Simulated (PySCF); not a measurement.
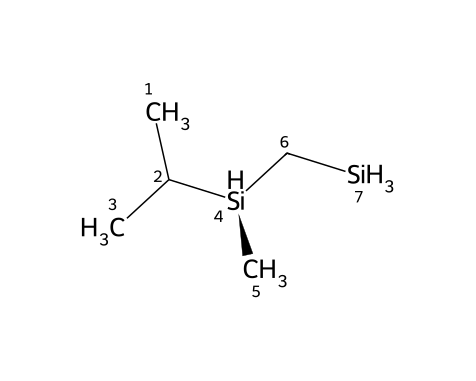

A structural formula, with wedges where it has stereocentres; small numbers name the atoms. The configuration is that of a computed structure (PBE0-D3(BJ)/def2-SVP).

What are the Cahn–Ingold–Prelog descriptors?

Si4: S.
